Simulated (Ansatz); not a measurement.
The starting structures come from a database of crystals and need not be the phases stable at ambient conditions.

 Where the default PAW files enter, the runs use the earlier of Ansatz's two default sets.

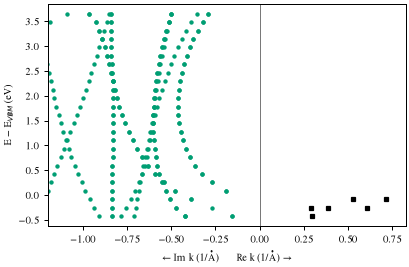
Figure. Complex bands at the centre of the two-dimensional zone; PBEsol in Ansatz (an electronic-structure program)

The gap is the functional's own. No spin-orbit coupling. Mid-gap values are interpolated on the energy grid.

Task: This is PbClF (P4/nmm, not sure to be the ambient phase, 6 atoms a cell, 20.4 Å³ an atom, -2 GPa at this level) along the normal of (100). Read off the slowest decay at the centre of the two-dimensional zone at 1.61 eV, the computed energy nearest the middle of the gap.

Result: κ ≈ 0.46 1/Å, a decay length 1/(2κ) of the density of 1.1 Å.
